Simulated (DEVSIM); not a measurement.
Structure: Al/SiO2/p-GaAs capacitor, at 300 K.

| layer (left to right) | material | thickness (nm) | Na (cm⁻³) |
|---|---|---|---|
| 1 | SiO2 | 31.0 | - |
| 2 | GaAs | 8100 | 6.4e15 |

Metal gate on the left, work function 4.1 eV. Fixed charge at the semiconductor interface 0 cm⁻² (in units of +e); no interface traps.

The device is made up for the run: typed textbook-type constants, with dimensions and the other settings drawn at random. Values at 300 K.

```tsv
parameter	SiO2	GaAs
gap (eV)	9	1.424
affinity (eV)	0.9	4.07
permittivity	3.9	12.9
Nc (cm⁻³)	-	4.7e17
Nv (cm⁻³)	-	9e18
```

Model (solved in DEVSIM): 1D Poisson equation in equilibrium, Boltzmann statistics, complete ionisation; no quantum confinement or tunnelling. Metal contacts follow the ideal Schottky-Mott rule: no Fermi-level pinning, no interface dipoles.

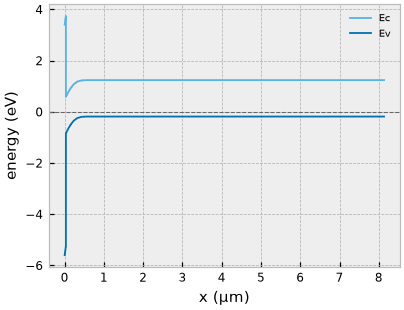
Fig. 1. Band edges at -0.2 V on the gate

Energies count from the Fermi level of the right contact; mesh points crowd at the junctions.

```
x (μm)    Ec (eV)  Ev (eV)  n (cm⁻³)  p (cm⁻³)  field (V/cm)
--------  -------  -------  --------  --------  ------------
0.000       3.400   -5.600     < 1e2     < 1e2        110000
0.001765    3.420   -5.580     < 1e2     < 1e2        110000
0.006006    3.467   -5.533     < 1e2     < 1e2        110000
0.01652     3.584   -5.416     < 1e2     < 1e2        110000
0.02732     3.705   -5.295     < 1e2     < 1e2        110000
0.03020     3.737   -5.263     < 1e2     < 1e2        110000
0.03158     0.578   -0.846     9.2e7     55000         34000
0.03616     0.593   -0.831     5.1e7    100000         33000
0.04616     0.626   -0.798     1.4e7    360000         32000
0.07199     0.707   -0.717    630000   8100000         30000
0.1425      0.897   -0.527       410    1.2e10         24000
0.4245      1.225   -0.199     < 1e2    4.1e15          2000
1.049       1.237   -0.187     < 1e2    6.4e15           ≈ 0
2.663       1.237   -0.187     < 1e2    6.4e15           ≈ 0
6.396       1.237   -0.187     < 1e2    6.4e15           ≈ 0
7.460       1.237   -0.187     < 1e2    6.4e15           ≈ 0
7.872       1.237   -0.187     < 1e2    6.4e15           ≈ 0
8.035       1.237   -0.187     < 1e2    6.4e15           ≈ 0
8.104       1.237   -0.187     < 1e2    6.4e15           ≈ 0
8.121       1.237   -0.187     < 1e2    6.4e15           ≈ 0
8.128       1.237   -0.187     < 1e2    6.4e15           ≈ 0
8.131       1.237   -0.187     < 1e2    6.4e15           ≈ 0
```
